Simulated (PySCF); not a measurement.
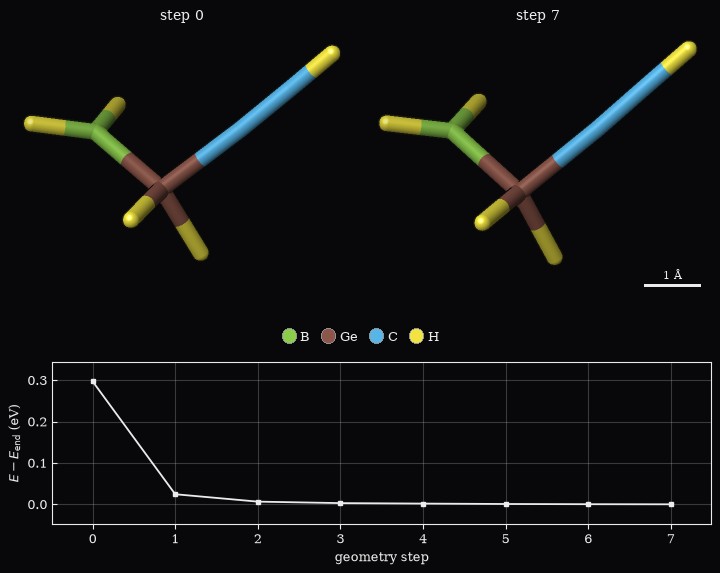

First and last geometry of a relaxation of C₂H₅BGe, with the history of the run. The picture is a stick view, seen at a tilt.

The start comes from GFN2-xTB. Its atoms were then displaced at random by about 0.01 Å.

Computed with PBE0-D3(BJ)/def2-SVP geometry optimisation, gas phase (PySCF 2.14.0, density-fitted response routines). 

> Read the history and describe the run.

It converged. The atom that moves furthest after the best rigid fit is an H atom (0.11 Å). By element the largest moves are H 0.11 Å, Ge 0.09 Å, C 0.04 Å, B 0.02 Å. Near-neighbour distances that change, for instance: B–Ge 1.973 → 2.064 Å, C–H 1.023 → 1.076 Å, C–C 1.256 → 1.217 Å, Ge–H 1.503 → 1.543 Å. Among the angles between lasting bonds that change: B–Ge–H 116.1° → 111.0°, C–Ge–H 102.4° → 107.3°, C–Ge–H 103.3° → 107.5°. After 7 geometry steps the energy has fallen by 0.297 eV. Cost: 45 s on 1 thread of Arm Neoverse N1, on a shared host.
